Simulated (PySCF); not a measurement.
# C₃H₇NSSi: NMR shifts at several levels of theory, part 2 of 2

PySCF 2.14.0. Atoms count from 0. Earlier steps stand in the parts before.

**8. Nuclear shieldings: CAM-B3LYP/pcSseg-1**

Job settings and geometry (Å):

```
{"job": {"kind": "nmr", "xc": "CAM-B3LYP", "basis": "pcSseg-1", "pop": false}, "charge": 0, "multiplicity": 1}
C      2.379504     0.262105    -0.458545
S      0.800659     0.270175    -1.370865
Si    -0.513898    -0.406933     0.160047
C     -2.265817    -0.373797    -0.466465
C     -0.347587     0.764562     1.606600
N     -0.207507     1.503485     2.490225
H      3.149640     0.590712    -1.168586
H      2.349612     0.963692     0.386847
H      2.631189    -0.746882    -0.102778
H     -0.101322    -1.735327     0.697388
H     -2.960690    -0.702455     0.320899
H     -2.541831     0.645104    -0.775490
H     -2.373464    -1.045613    -1.331359
```

Level: GIAO CAM-B3LYP/pcSseg-1 NMR shielding, non-relativistic, gas phase.

Output:

```text
coarse grid: 11912 points
cycle   1  E = -860.7691987537  dE =  4.069e-01  |g| = 4.826e-01  |ddm| = 3.207e+00
cycle   2  E = -860.7030228332  dE =  6.618e-02  |g| = 7.723e-01  |ddm| = 9.168e-01
cycle   3  E = -860.8318184643  dE = -1.288e-01  |g| = 1.037e-01  |ddm| = 4.834e-01
cycle   4  E = -860.8340408341  dE = -2.222e-03  |g| = 3.779e-02  |ddm| = 1.054e-01
cycle   5  E = -860.8343505963  dE = -3.098e-04  |g| = 5.282e-03  |ddm| = 3.186e-02
cycle   6  E = -860.8343576288  dE = -7.032e-06  |g| = 1.940e-03  |ddm| = 6.882e-03
final grid: 105896 points
cycle   7  E = -860.8779251823  dE = -1.477e-05  |g| = 3.382e-03  |ddm| = 1.033e-02
cycle   8  E = -860.8779257215  dE = -5.392e-07  |g| = 3.044e-03  |ddm| = 4.714e-03
cycle   9  E = -860.8779280016  dE = -2.280e-06  |g| = 2.280e-04  |ddm| = 2.179e-03
cycle  10  E = -860.8779280085  dE = -6.899e-09  |g| = 1.719e-04  |ddm| = 2.517e-04
cycle  11  E = -860.8779280137  dE = -5.130e-09  |g| = 6.989e-05  |ddm| = 1.337e-04
cycle  12  E = -860.8779280148  dE = -1.135e-09  |g| = 9.275e-06  |ddm| = 5.461e-05
cycle  13  E = -860.8779280148  dE = -3.547e-11  |g| = 3.617e-06  |ddm| = 1.559e-05
converged SCF energy = -860.8779280148

GIAO shielding tensors (ppm)
atom      isotropic    diamagn.    paramagn.     s11        s22        s33       span
  0 C      169.164     249.585     -80.422    159.023    160.661    187.808     28.785
  1 S      682.003    1059.802    -377.799    600.337    609.761    835.911    235.574
  2 Si     365.559     880.159    -514.600    316.336    344.204    436.136    119.800
  3 C      187.012     253.057     -66.045    182.578    187.201    191.256      8.679
  4 C       54.478     264.289    -209.812    -65.618    -61.770    290.821    356.439
  5 N     -104.724     339.223    -443.948   -312.857   -291.139    289.823    602.679
  6 H       29.216      28.390       0.825     23.404     26.361     37.882     14.477
  7 H       29.034      30.711      -1.677     23.362     27.844     35.894     12.532
  8 H       29.412      29.874      -0.462     24.208     26.960     37.068     12.859
  9 H       26.665      29.199      -2.534     23.722     24.521     31.753      8.031
 10 H       30.774      28.151       2.622     26.189     27.714     38.418     12.229
 11 H       30.649      29.690       0.960     26.230     28.773     36.945     10.715
 12 H       30.890      29.089       1.801     26.073     28.613     37.983     11.910
```

Wall time 17 s (1 thread of Intel Xeon Platinum 8488C, shared host); peak memory 0.9 GiB.

Key values: δ C4 128.0, C0 13.3, C3 -4.6, S1 -195, H9 4.66, H6 2.11 ppm (means over like atoms).

**9. Shielding tensors: wB97X-D/pcSseg-1**

Same as in step 8 but for these lines:

```diff
@@ -1,2 +1,2 @@
-{"job": {"kind": "nmr", "xc": "CAM-B3LYP", "basis": "pcSseg-1", "pop": false}, "charge": 0, "multiplicity": 1}
+{"job": {"kind": "nmr", "xc": "wB97X-D", "basis": "pcSseg-1", "pop": false}, "charge": 0, "multiplicity": 1}
 C      2.379504     0.262105    -0.458545
```

Level: GIAO wB97X-D/pcSseg-1 NMR shielding, non-relativistic, gas phase.

Output:

```text
coarse grid: 11912 points
cycle   1  E = -860.7747916131  dE =  4.189e-01  |g| = 4.935e-01  |ddm| = 3.196e+00
cycle   2  E = -860.7249859676  dE =  4.981e-02  |g| = 7.382e-01  |ddm| = 8.943e-01
cycle   3  E = -860.8427467227  dE = -1.178e-01  |g| = 7.667e-02  |ddm| = 4.399e-01
cycle   4  E = -860.8440501425  dE = -1.303e-03  |g| = 3.475e-02  |ddm| = 9.350e-02
cycle   5  E = -860.8443184199  dE = -2.683e-04  |g| = 4.856e-03  |ddm| = 3.384e-02
cycle   6  E = -860.8443255506  dE = -7.131e-06  |g| = 1.752e-03  |ddm| = 8.305e-03
final grid: 105896 points
cycle   7  E = -860.8867237410  dE = -1.211e-04  |g| = 5.314e-03  |ddm| = 3.197e-02
cycle   8  E = -860.8867218993  dE =  1.842e-06  |g| = 6.140e-03  |ddm| = 6.998e-03
cycle   9  E = -860.8867292757  dE = -7.376e-06  |g| = 1.514e-03  |ddm| = 3.632e-03
cycle  10  E = -860.8867297297  dE = -4.540e-07  |g| = 3.598e-04  |ddm| = 1.069e-03
cycle  11  E = -860.8867297678  dE = -3.817e-08  |g| = 9.194e-05  |ddm| = 4.527e-04
cycle  12  E = -860.8867297706  dE = -2.722e-09  |g| = 1.574e-05  |ddm| = 1.417e-04
cycle  13  E = -860.8867297707  dE = -1.237e-10  |g| = 8.154e-06  |ddm| = 4.821e-05
converged SCF energy = -860.8867297707

GIAO shielding tensors (ppm)
atom      isotropic    diamagn.    paramagn.     s11        s22        s33       span
  0 C      170.664     250.575     -79.910    160.488    162.546    188.959     28.471
  1 S      694.262    1059.839    -365.577    615.944    621.485    845.357    229.413
  2 Si     374.471     880.316    -505.845    326.909    353.750    442.753    115.844
  3 C      188.800     254.445     -65.644    184.547    189.048    192.806      8.259
  4 C       57.631     264.680    -207.050    -60.665    -56.976    290.533    351.199
  5 N     -101.907     338.301    -440.208   -308.886   -287.001    290.168    599.054
  6 H       29.252      28.414       0.838     23.421     26.330     38.005     14.585
  7 H       29.085      30.756      -1.671     23.380     27.859     36.017     12.637
  8 H       29.455      29.907      -0.452     24.223     26.963     37.178     12.954
  9 H       26.650      29.111      -2.461     23.677     24.489     31.785      8.108
 10 H       30.814      28.217       2.597     26.170     27.709     38.563     12.393
 11 H       30.680      29.785       0.895     26.206     28.778     37.056     10.850
 12 H       30.926      29.173       1.753     26.051     28.609     38.119     12.067
```

Wall time 16 s (1 thread of Intel Xeon Platinum 8488C, shared host); peak memory 0.85 GiB.

Key values: δ C4 126.9, C0 13.9, C3 -4.3, S1 -201, H9 4.73, H6 2.12 ppm (means over like atoms).

**10. Nuclear shieldings: LC-wPBE/pcSseg-1**

Same as in step 9 but for these lines:

```diff
@@ -1,2 +1,2 @@
-{"job": {"kind": "nmr", "xc": "wB97X-D", "basis": "pcSseg-1", "pop": false}, "charge": 0, "multiplicity": 1}
+{"job": {"kind": "nmr", "xc": "LC-wPBE", "basis": "pcSseg-1", "pop": false}, "charge": 0, "multiplicity": 1}
 C      2.379504     0.262105    -0.458545
```

Level: GIAO LC-wPBE/pcSseg-1 NMR shielding, non-relativistic, gas phase.

Output:

```text
coarse grid: 11912 points
cycle   1  E = -860.5006464034  dE =  4.609e-01  |g| = 5.181e-01  |ddm| = 3.190e+00
cycle   2  E = -860.4806626193  dE =  1.998e-02  |g| = 6.911e-01  |ddm| = 8.390e-01
cycle   3  E = -860.5785766283  dE = -9.791e-02  |g| = 7.112e-02  |ddm| = 3.905e-01
cycle   4  E = -860.5798373548  dE = -1.261e-03  |g| = 3.453e-02  |ddm| = 9.521e-02
cycle   5  E = -860.5801142910  dE = -2.769e-04  |g| = 5.508e-03  |ddm| = 3.721e-02
cycle   6  E = -860.5801256682  dE = -1.138e-05  |g| = 1.772e-03  |ddm| = 1.085e-02
cycle   7  E = -860.5801268222  dE = -1.154e-06  |g| = 6.143e-04  |ddm| = 3.049e-03
final grid: 105896 points
cycle   8  E = -860.6313674373  dE = -3.934e-05  |g| = 7.310e-03  |ddm| = 2.503e-02
cycle   9  E = -860.6313704893  dE = -3.052e-06  |g| = 4.790e-03  |ddm| = 6.961e-03
cycle  10  E = -860.6313740980  dE = -3.609e-06  |g| = 1.259e-03  |ddm| = 3.397e-03
cycle  11  E = -860.6313743784  dE = -2.804e-07  |g| = 3.008e-04  |ddm| = 7.536e-04
cycle  12  E = -860.6313744015  dE = -2.313e-08  |g| = 9.116e-05  |ddm| = 3.016e-04
cycle  13  E = -860.6313744043  dE = -2.751e-09  |g| = 1.615e-05  |ddm| = 1.412e-04
cycle  14  E = -860.6313744045  dE = -1.744e-10  |g| = 6.934e-06  |ddm| = 4.606e-05
converged SCF energy = -860.6313744045

GIAO shielding tensors (ppm)
atom      isotropic    diamagn.    paramagn.     s11        s22        s33       span
  0 C      176.706     250.847     -74.141    167.739    169.184    193.195     25.457
  1 S      715.467    1059.612    -344.145    632.106    645.926    868.370    236.264
  2 Si     379.013     880.274    -501.260    333.556    358.345    445.138    111.583
  3 C      193.128     254.747     -61.619    189.225    193.271    196.888      7.663
  4 C       56.764     265.263    -208.499    -62.199    -58.902    291.393    353.592
  5 N      -98.713     338.067    -436.779   -305.565   -285.485    294.912    600.478
  6 H       29.253      28.396       0.857     23.222     26.248     38.290     15.068
  7 H       29.134      30.688      -1.554     23.252     27.901     36.248     12.997
  8 H       29.494      29.855      -0.362     24.103     26.997     37.381     13.278
  9 H       26.709      28.979      -2.270     23.727     24.537     31.864      8.137
 10 H       30.771      28.169       2.602     25.969     27.557     38.788     12.818
 11 H       30.625      29.704       0.921     25.972     28.646     37.256     11.284
 12 H       30.873      29.112       1.761     25.828     28.444     38.348     12.520
```

It took 22 s on 1 thread of Intel Xeon Platinum 8488C, shared host; peak memory 0.8 GiB.

Key values: δ C4 131.8, C0 11.9, C3 -4.6, S1 -222, H9 4.62, H6 2.03 ppm (means over like atoms).

**11. Nuclear shieldings: PBE0/6-31G**

Same as in step 10 but for these lines:

```diff
@@ -1,2 +1,2 @@
-{"job": {"kind": "nmr", "xc": "LC-wPBE", "basis": "pcSseg-1", "pop": false}, "charge": 0, "multiplicity": 1}
+{"job": {"kind": "nmr", "xc": "PBE0", "basis": "6-31G", "pop": true}, "charge": 0, "multiplicity": 1}
 C      2.379504     0.262105    -0.458545
```

With the program's defaults for keys left out, this is: GIAO PBE0/6-31G NMR shielding, non-relativistic, gas phase.

Output:

```text
coarse grid: 11912 points
cycle   1  E = -860.3827841151  dE =  4.881e-01  |g| = 4.549e-01  |ddm| = 3.445e+00
cycle   2  E = -860.2622084576  dE =  1.206e-01  |g| = 8.590e-01  |ddm| = 1.269e+00
cycle   3  E = -860.4357781860  dE = -1.736e-01  |g| = 1.860e-01  |ddm| = 7.406e-01
cycle   4  E = -860.4439388415  dE = -8.161e-03  |g| = 2.829e-02  |ddm| = 1.730e-01
cycle   5  E = -860.4441292412  dE = -1.904e-04  |g| = 7.168e-03  |ddm| = 3.246e-02
cycle   6  E = -860.4441447972  dE = -1.556e-05  |g| = 9.913e-04  |ddm| = 9.722e-03
cycle   7  E = -860.4441450537  dE = -2.565e-07  |g| = 5.457e-04  |ddm| = 2.277e-03
final grid: 105896 points
cycle   8  E = -860.3745718285  dE = -6.879e-06  |g| = 7.733e-03  |ddm| = 2.112e-02
cycle   9  E = -860.3745636462  dE =  8.182e-06  |g| = 9.438e-03  |ddm| = 1.836e-02
cycle  10  E = -860.3745886966  dE = -2.505e-05  |g| = 1.041e-03  |ddm| = 1.045e-02
cycle  11  E = -860.3745889280  dE = -2.314e-07  |g| = 3.032e-04  |ddm| = 8.697e-04
cycle  12  E = -860.3745889492  dE = -2.123e-08  |g| = 5.460e-05  |ddm| = 3.030e-04
cycle  13  E = -860.3745889499  dE = -6.883e-10  |g| = 1.980e-05  |ddm| = 6.780e-05
converged SCF energy = -860.3745889499

GIAO shielding tensors (ppm)
atom      isotropic    diamagn.    paramagn.     s11        s22        s33       span
  0 C      184.344     253.924     -69.580    172.269    175.887    204.877     32.608
  1 S      756.192    1057.435    -301.243    681.237    706.870    880.468    199.231
  2 Si     449.823     881.117    -431.294    407.618    424.044    517.807    110.189
  3 C      203.272     253.056     -49.783    197.706    203.252    208.860     11.154
  4 C       78.905     269.811    -190.906    -28.917    -25.167    290.800    319.717
  5 N      -66.240     331.202    -397.442   -257.599   -237.343    296.222    553.821
  6 H       30.316      30.154       0.163     24.477     27.100     39.372     14.895
  7 H       30.293      30.711      -0.417     24.420     29.184     37.276     12.856
  8 H       30.683      30.279       0.404     25.387     28.266     38.397     13.010
  9 H       27.888      29.161      -1.273     24.709     25.324     33.632      8.923
 10 H       31.969      28.600       3.369     26.561     29.021     40.326     13.765
 11 H       31.760      29.163       2.597     26.559     29.757     38.964     12.404
 12 H       32.137      28.999       3.139     26.645     29.630     40.136     13.492
```

It took 7 s on 1 thread of Intel Xeon Platinum 8488C, shared host; peak memory 0.5 GiB.

Key values: δ C4 120.6, C0 15.2, C3 -3.7, S1 -215, H9 4.72, H6 2.18 ppm (means over like atoms).

**12. NMR shieldings: PBE0/STO-3G**

Same as in step 11 but for these lines:

```diff
@@ -1,2 +1,2 @@
-{"job": {"kind": "nmr", "xc": "PBE0", "basis": "6-31G", "pop": true}, "charge": 0, "multiplicity": 1}
+{"job": {"kind": "nmr", "xc": "PBE0", "basis": "STO-3G", "pop": true}, "charge": 0, "multiplicity": 1}
 C      2.379504     0.262105    -0.458545
```

Method: GIAO PBE0/STO-3G NMR shielding, non-relativistic, gas phase.

Output:

```text
coarse grid: 11912 points
cycle   1  E = -850.6213107015  dE =  1.135e-01  |g| = 4.869e-01  |ddm| = 4.567e+00
cycle   2  E = -850.4436425170  dE =  1.777e-01  |g| = 9.691e-01  |ddm| = 1.662e+00
cycle   3  E = -850.6950968398  dE = -2.515e-01  |g| = 1.461e-01  |ddm| = 1.053e+00
cycle   4  E = -850.7015314323  dE = -6.435e-03  |g| = 1.655e-02  |ddm| = 2.123e-01
cycle   5  E = -850.7016136765  dE = -8.224e-05  |g| = 5.095e-03  |ddm| = 2.849e-02
cycle   6  E = -850.7016218661  dE = -8.190e-06  |g| = 8.712e-04  |ddm| = 8.308e-03
final grid: 105896 points
cycle   7  E = -850.6732268722  dE = -5.346e-06  |g| = 3.902e-03  |ddm| = 1.438e-02
cycle   8  E = -850.6732262352  dE =  6.369e-07  |g| = 4.309e-03  |ddm| = 1.131e-02
cycle   9  E = -850.6732314651  dE = -5.230e-06  |g| = 1.501e-03  |ddm| = 5.936e-03
cycle  10  E = -850.6732320369  dE = -5.718e-07  |g| = 6.498e-05  |ddm| = 1.402e-03
cycle  11  E = -850.6732320383  dE = -1.416e-09  |g| = 2.462e-05  |ddm| = 1.306e-04
cycle  12  E = -850.6732320384  dE = -1.660e-10  |g| = 6.337e-06  |ddm| = 3.581e-05
converged SCF energy = -850.6732320384

GIAO shielding tensors (ppm)
atom      isotropic    diamagn.    paramagn.     s11        s22        s33       span
  0 C      212.161     246.816     -34.655    201.070    204.424    230.988     29.919
  1 S      857.134    1045.641    -188.507    757.456    799.095   1014.851    257.395
  2 Si     538.848     871.332    -332.484    497.365    526.550    592.629     95.264
  3 C      236.835     245.490      -8.655    230.303    239.026    241.176     10.873
  4 C      133.733     268.725    -134.991     53.825     57.948    289.427    235.603
  5 N       30.144     322.641    -292.497   -116.683   -106.887    314.001    430.684
  6 H       31.588      28.964       2.623     25.793     28.093     40.876     15.083
  7 H       31.576      31.818      -0.241     25.927     30.127     38.675     12.748
  8 H       31.883      31.179       0.704     26.764     29.467     39.418     12.655
  9 H       30.007      32.619      -2.611     26.708     27.084     36.230      9.522
 10 H       32.092      28.849       3.243     26.171     28.829     41.277     15.106
 11 H       32.001      29.885       2.116     26.334     29.639     40.030     13.696
 12 H       32.253      29.425       2.829     26.171     29.302     41.286     15.116
```

Run time: 3.5 s. Hardware: 1 thread of Intel Xeon Platinum 8488C, shared host; peak memory 0.41 GiB.

Key values: δ C4 101.0, C0 22.5, C3 -2.1, S1 -232, H9 2.60, H6 0.92 ppm (means over like atoms).

**13. Run by run: NMR shifts**

Shifts (ppm) of some atoms, chosen among heavy atoms and hydrogens apart, means over like atoms, with basis size and wall time:

```tsv
run	C4	C0	H9	H6	S1	Si2	N5	functions	time
PBE0/pcSseg-1	126.2	14.3	4.82	2.16	-197	-23.3	368.2	151	12 s
mPW1PW91/pcSseg-1	126.0	14.6	4.79	2.16	-196	-23.0	367.4	151	12 s
WP04/pcSseg-1	122.4	17.9	4.20	2.12	-165	-22.7	348.3	151	12 s
B97-2/pcSseg-1	123.1	15.2	4.72	2.17	-189	-23.6	357.2	151	12 s
BHandHLYP/pcSseg-1	129.4	13.7	4.56	2.14	-206	-21.8	375.0	151	12 s
CAM-B3LYP/pcSseg-1	128.0	13.3	4.66	2.11	-195	-22.1	372.0	151	17 s
wB97X-D/pcSseg-1	126.9	13.9	4.73	2.12	-201	-21.5	365.9	151	16 s
LC-wPBE/pcSseg-1	131.8	11.9	4.62	2.03	-222	-20.5	366.4	151	22 s
PBE0/6-31G	120.6	15.2	4.72	2.18	-215	-5.1	326.9	76	7 s
PBE0/STO-3G	101.0	22.5	2.60	0.92	-232	-21.2	264.6	45	3.5 s
```

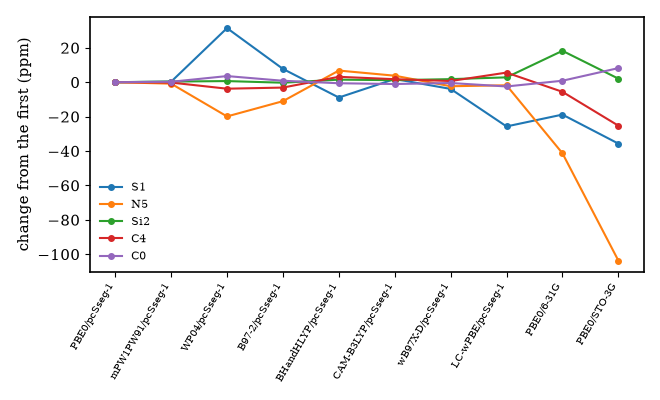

How five of the tabulated atoms move from run to run.

**14. Summary of results**

This closing draws on all 2 parts.

| quantity | value |
| --- | --- |
| point group | C1 |
| rotational constants (main isotopes) | 2.62, 1.87, 1.21 GHz |
| 13C shifts against TMS (PBE0/pcSseg-1) | 126.2, 14.3, -4.4 ppm |
| 1H shifts against TMS (PBE0/pcSseg-1, means over atoms taken as alike) | 4.82, 2.16, 0.59 ppm |
| 33S shifts against CS2 (PBE0/pcSseg-1) | -197 ppm |
| 29Si shifts against TMS (PBE0/pcSseg-1) | -23.3 ppm |
| 15N shifts against NH3 (PBE0/pcSseg-1) | 368.2 ppm |
| range of the shift of S1 (minimal bases aside) | -222 to -165 ppm |
| property runs in this session | 10, of which 0 failed and 1 gave unsound results |

Single values in the summary come from the first sound run of each kind (PBE0/pcSseg-1), which need not be the best level. The start of the PBE0/def2-SVP relaxation was shaken at random by about 0.01 Å, so part of the energy gained, and of the first lengths quoted, undoes that. Relaxing lowered the energy by 0.104 eV in 6 steps; the close pair that moved most is C0–H8, from 1.058 to 1.099 Å. At PBE0/pcSseg-1: Shielding is most anisotropic at N5 (span 596 ppm, paramagnetic term -440 ppm). Leaving out the minimal-basis runs, which are unusable for shieldings: Across the 9 runs the shift of S1 moves most, between -222 (LC-wPBE/pcSseg-1) and -165 ppm (WP04/pcSseg-1).
